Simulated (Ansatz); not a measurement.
H₁₅NO₆: several calculations on one system

**1. Relaxation**

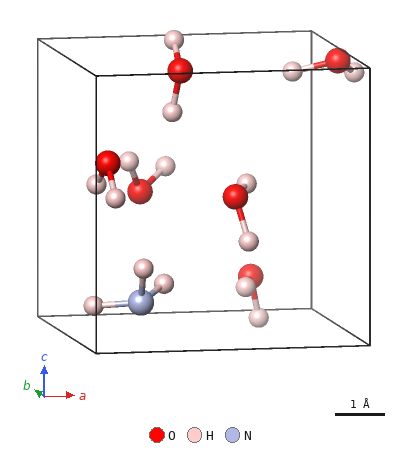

This is the input geometry for a relaxation of an amorphous cell of composition H₁₅NO₆. The picture is a ball-and-stick view of the cell of the calculation, seen slightly off an axis.

The cell holds 6 H2O + 1 NH3. The run prepares the start of a later molecular dynamics calculation, from a guessed geometry.

All numbers below come from DFT PBE-D3(BJ), scalar-relativistic, plane waves, PAW in Ansatz.

The input:
```yaml
crystal:
  lattice:
    - [5.819632, 0.0, 0.0]
    - [0.0, 5.819632, 0.0]
    - [0.0, 0.0, 5.819632]
  atoms:
    - { symbol: O, position: [1.007757, 0.5853683, 0.9483272] }
    - { symbol: H, position: [1.0948655, 0.7130954, 0.8867071] }
    - { symbol: H, position: [0.8501454, 0.6212987, 0.9087451] }
    - { symbol: O, position: [0.0641774, 0.0997681, 0.6706202] }
    - { symbol: H, position: [0.0520259, 0.236277, 0.5761914] }
    - { symbol: H, position: [0.065711, -0.0252064, 0.5607195] }
    - { symbol: O, position: [0.7580452, 0.906773, 0.1347207] }
    - { symbol: H, position: [0.7969975, 0.9517464, -0.0207118] }
    - { symbol: H, position: [0.7062572, 0.7493577, 0.119307] }
    - { symbol: O, position: [0.558032, 0.2302517, 0.5178429] }
    - { symbol: H, position: [0.6305149, 0.377862, 0.5434666] }
    - { symbol: H, position: [0.5983812, 0.1922851, 0.3609046] }
    - { symbol: O, position: [0.3664884, 0.2777656, 0.9712633] }
    - { symbol: H, position: [0.3733489, 0.4161457, 1.0634752] }
    - { symbol: H, position: [0.3497371, 0.3339633, 0.8155059] }
    - { symbol: O, position: [0.2998061, 0.6525248, 0.4878824] }
    - { symbol: H, position: [0.4131279, 0.7483964, 0.563155] }
    - { symbol: H, position: [0.2390069, 0.5580741, 0.6106898] }
    - { symbol: "N", position: [0.1668437, 0.0143103, 0.1772065] }
    - { symbol: H, position: [0.010707, 0.0906979, 0.1595268] }
    - { symbol: H, position: [0.1535761, -0.0935347, 0.3140266] }
    - { symbol: H, position: [0.2781374, 0.1403751, 0.2246162] }
basis:
  ecutwfc: 420.0
kpoints:
  mp_grid: { grid: [1, 1, 1] }
hamiltonian:
  xc: pbe
  dispersion: d3bj
scf:
  occupations: { method: fermi_dirac, width: 0.02 }
  lower_state_search: "off"
relax:
  f_tol: 0.3
  max_steps: 15
  adjacent_minimum: "off"
```

Run as
```bash
ansatz run input.yaml --threads 1 --pin off --max-ram 3072MiB --backend cpu --events-out ev --progress --plain --runs-dir out
```

Where does the relaxation end?

Answer. The atom that moves furthest is H5 (1.50 Å roughly along [−3 −1 1]). Largest moves by element: H 1.50 Å, O 1.16 Å, N 0.39 Å. The cell doesn't change. Near-neighbour distances that change, for instance: O1–H2 0.969 → 1.098 Å, O4–H5 0.969 → 1.006 Å, O10–H12 0.969 → 0.997 Å, O7–H8 0.969 → 0.986 Å. Among the angles between lasting bonds that change: H2–O1–H3 104.0° → 112.5°, H8–O7–H9 104.0° → 111.3°, H20–N19–H21 106.3° → 109.8°. After 13 accepted moves (15 points after the start) the energy has fallen by 205 meV per atom. Largest force component: 1.7 eV/Å at the start, 0.22 eV/Å at the end. 2 steps only repeated the SCF at the same geometry. The forces were under the threshold at step 11, but the run went on from there.

The structure at the end:

```xyz
22
Lattice="5.8196 0.0000 0.0000 0.0000 5.8196 0.0000 0.0000 0.0000 5.8196" Properties=species:S:1:pos:R:3 pbc="T T T"
O     0.6717    3.8211    5.1251
H     0.6349    4.5722    0.1056
H     5.7552    3.1855    5.1764
O     5.2393    0.9339    4.4670
H     4.7074    0.9589    3.6136
H     0.2032    0.3901    4.2688
O     3.6437    5.1642    0.2797
H     4.3047    5.5020    5.4498
H     3.5457    4.1856    0.2143
O     3.5772    0.9478    2.4499
H     3.2381    1.8120    2.1392
H     3.5738    0.3644    1.6416
O     2.7858    2.4550    0.1812
H     1.9485    2.9061    5.6817
H     3.0918    1.9350    5.2370
O     2.3317    3.8643    3.0365
H     2.9507    4.5677    3.2982
H     1.6947    3.8191    3.8003
N     0.7841    5.5822    1.1641
H     5.7200    0.1272    1.5124
H     1.2708    5.0737    1.9146
H     1.3750    0.5536    0.8972
```

The end point in the same view:

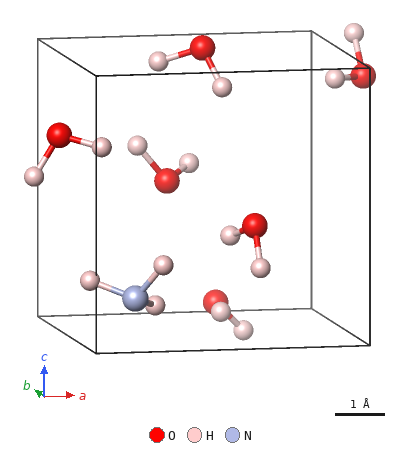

Limits of the set-up: the periodic images lie only 5.8 Å apart, so the values are limited by the cell's size.

**2. Dynamics**

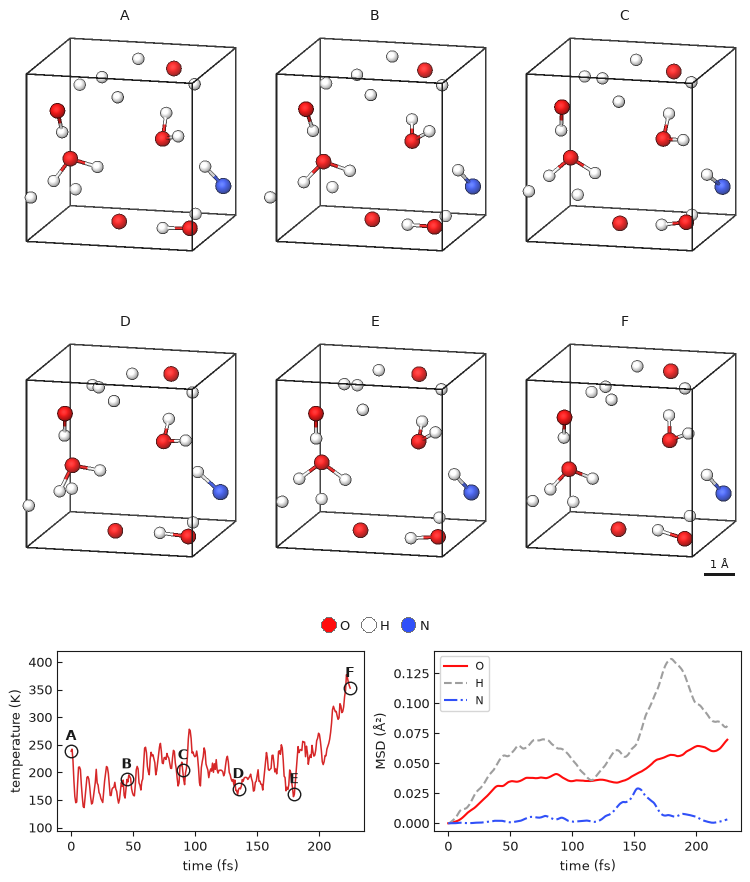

First-principles dynamics of a periodic cell with 6 H2O + 1 NH3 at 1.054 g/cm³, 225 fs long. Frames (A at 0 fs, B at 45 fs, C at 90 fs, D at 135 fs, E at 180 fs, F at 225 fs) and the history of the run. A ball-and-stick model of the simulation cell, seen slightly off an axis.

These are results of DFT PBE-D3(BJ), scalar-relativistic, plane waves, PAW in Ansatz 0.2.0, not measurements. Set-up: plane-wave cutoff 420 eV; k-point mesh 1 × 1 × 1; Fermi-Dirac smearing 0.02 eV; Langevin thermostat (NVT); set temperature 250 K; time step 0.75 fs; H given the mass 2.014 u; friction 0.02 per fs.

The input:
```yaml
crystal:
  lattice:
    - [5.819632, 0.0, 0.0]
    - [0.0, 5.819632, 0.0]
    - [0.0, 0.0, 5.819632]
  atoms:
    - { symbol: O, position: [1.11542723, 0.65658871, 0.88065745] }
    - { symbol: H, position: [1.10909114, 0.78565595, 1.01814263] }
    - { symbol: H, position: [0.98892762, 0.5473763, 0.88947517] }
    - { symbol: O, position: [-0.09972795, 0.16047562, 0.76757447] }
    - { symbol: H, position: [-0.19112276, 0.16477772, 0.62092787] }
    - { symbol: H, position: [0.03492381, 0.06703157, 0.7335246] }
    - { symbol: O, position: [0.62611261, 0.88737009, 0.04805412] }
    - { symbol: H, position: [0.73969051, 0.94541421, -0.06354218] }
    - { symbol: H, position: [0.60926399, 0.71922002, 0.03681591] }
    - { symbol: O, position: [0.61468479, 0.16286194, 0.42097373] }
    - { symbol: H, position: [0.55641045, 0.31135401, 0.36758624] }
    - { symbol: H, position: [0.61409808, 0.06261661, 0.28207491] }
    - { symbol: O, position: [0.47869105, 0.42184752, 1.03113733] }
    - { symbol: H, position: [0.3348077, 0.49935918, 0.97629709] }
    - { symbol: H, position: [0.53127692, 0.33249897, 0.89988372] }
    - { symbol: O, position: [0.40066881, 0.66401498, 0.52177182] }
    - { symbol: H, position: [0.50701759, 0.78488146, 0.56673917] }
    - { symbol: H, position: [0.29121251, 0.6562375, 0.65301845] }
    - { symbol: "N", position: [0.13473083, -0.04079799, 0.20003636] }
    - { symbol: H, position: [-0.01712111, 0.02186031, 0.25988719] }
    - { symbol: H, position: [0.21836068, -0.12817543, 0.32898771] }
    - { symbol: H, position: [0.23626518, 0.09512624, 0.15416445] }
basis:
  ecutwfc: 420.0
kpoints:
  mp_grid: { grid: [1, 1, 1] }
hamiltonian:
  xc: pbe
  dispersion: d3bj
scf:
  occupations: { method: fermi_dirac, width: 0.02 }
  lower_state_search: "off"
md:
  timestep: 0.75
  n_steps: 300
  ensemble: nvt_langevin
  temperature: 250.0
  initial_velocities: maxwell_boltzmann
  seed: 839172
  friction: 0.02
  masses: [{ species: H, mass: 2.014 }]
```

Command:
```bash
ansatz run input.yaml --threads 1 --pin off --max-ram 3072MiB --backend cpu --events-out ev --progress --plain --runs-dir out
```

Question: Describe the run.

Answer: Over the second half the temperature averages 226 K (spread ±49 K). The potential energy is still drifting at the end, so the run hasn't reached equilibrium. The potential energy in the second half lies on average 22.7 meV per atom above the first frame. Root-mean-square distances from the starting positions over the second half, with the common drift of all atoms taken out: H 0.29 Å, O 0.22 Å, N 0.10 Å. The heavy atoms stay within a fraction of a molecule's size of their starting places; so short a run doesn't tell a liquid from a solid.

Limits of the set-up: masses were changed (H 2.014 u), which shifts the vibrations; the periodic images lie only 5.8 Å apart, so the values are limited by the cell's size.

The run took 4.4 min on 1 thread of Arm Neoverse V1 (shared host), peak memory 0.33 GiB.

**3. Dynamics**

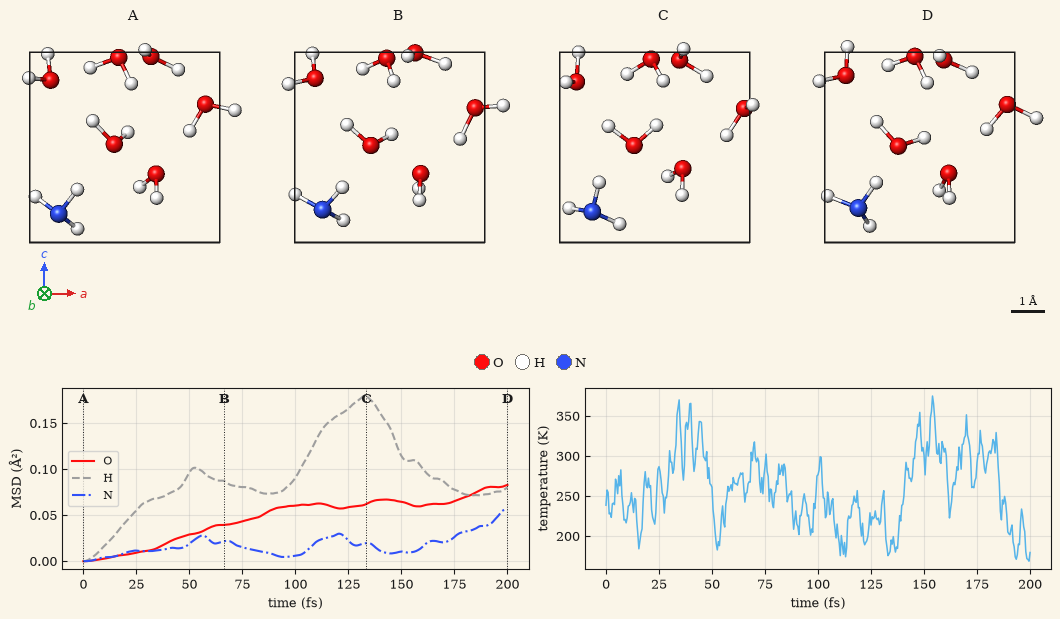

First-principles dynamics of a periodic cell with 6 H2O + 1 NH3 at 1.054 g/cm³, 200 fs long. It starts from the last geometry of an earlier run, with fresh velocities. Frames (A at 0 fs, B at 66 fs, C at 134 fs, D at 200 fs) and the history of the run. A ball-and-stick model of the simulation cell, seen along the b axis.

Theory: DFT PBE-D3(BJ), scalar-relativistic, plane waves, PAW in Ansatz. Run with plane-wave cutoff 420 eV; k-point mesh 1 × 1 × 1; Fermi-Dirac smearing 0.02 eV; Langevin thermostat (NVT); set temperature 250 K; time step 0.5 fs; H given the mass 2.014 u; friction 0.05 per fs.

Input
```yaml
crystal:
  lattice:
    - [5.819632, 0.0, 0.0]
    - [0.0, 5.819632, 0.0]
    - [0.0, 0.0, 5.819632]
  atoms:
    - { symbol: O, position: [1.11086386, 0.62147965, 0.85320737] }
    - { symbol: H, position: [1.09570996, 0.73206534, 0.99190538] }
    - { symbol: H, position: [0.99589793, 0.49647106, 0.86492431] }
    - { symbol: O, position: [-0.07556445, 0.19395541, 0.72712888] }
    - { symbol: H, position: [-0.15835379, 0.16811201, 0.58732007] }
    - { symbol: H, position: [0.0792272, 0.1343904, 0.69523223] }
    - { symbol: O, position: [0.63761466, 0.84350602, -0.02249093] }
    - { symbol: H, position: [0.78188691, 0.88291692, -0.09121388] }
    - { symbol: H, position: [0.60696812, 0.67444063, 0.01267695] }
    - { symbol: O, position: [0.66526793, 0.15324658, 0.36043904] }
    - { symbol: H, position: [0.57899567, 0.27287485, 0.29227844] }
    - { symbol: H, position: [0.66795427, 0.04089809, 0.23399629] }
    - { symbol: O, position: [0.46887888, 0.39967191, 0.97281825] }
    - { symbol: H, position: [0.31910251, 0.473404, 0.91894701] }
    - { symbol: H, position: [0.53494827, 0.33902425, 0.83529281] }
    - { symbol: O, position: [0.44526934, 0.70228541, 0.51674722] }
    - { symbol: H, position: [0.51574571, 0.83313099, 0.5796507] }
    - { symbol: H, position: [0.33192106, 0.66837429, 0.63941113] }
    - { symbol: "N", position: [0.15326333, -0.05007054, 0.15044456] }
    - { symbol: H, position: [0.03073613, 0.03004336, 0.24157425] }
    - { symbol: H, position: [0.2514214, -0.12447601, 0.27842916] }
    - { symbol: H, position: [0.25216959, 0.06961023, 0.07219358] }
basis:
  ecutwfc: 420.0
kpoints:
  mp_grid: { grid: [1, 1, 1] }
hamiltonian:
  xc: pbe
  dispersion: d3bj
scf:
  occupations: { method: fermi_dirac, width: 0.02 }
  lower_state_search: "off"
md:
  timestep: 0.5
  n_steps: 400
  ensemble: nvt_langevin
  temperature: 250.0
  initial_velocities: maxwell_boltzmann
  seed: 639004
  friction: 0.05
  masses: [{ species: H, mass: 2.014 }]
```

Run as
```bash
ansatz run input.yaml --threads 1 --pin off --max-ram 3072MiB --backend cpu --events-out ev --progress --plain --runs-dir out
```

Describe the run.

Answer. The mean temperature in the second half is 254 K (standard deviation 51 K). The potential energy is still drifting at the end, so the run hasn't reached equilibrium. The potential energy in the second half lies on average 7.3 meV per atom above the first frame. In the second half of the run the atoms are, in the root-mean-square, this far from where they began (common drift taken out): H 0.34 Å, O 0.26 Å, N 0.15 Å. The heavy atoms stay within a fraction of a molecule's size of their starting places; so short a run doesn't tell a liquid from a solid.

Limits of the set-up: masses were changed (H 2.014 u), which shifts the vibrations; the periodic images lie only 5.8 Å apart, so the values are limited by the cell's size.

The run took 6 min on 1 thread of Arm Neoverse V1, with other jobs on the host, peak memory 0.31 GiB.
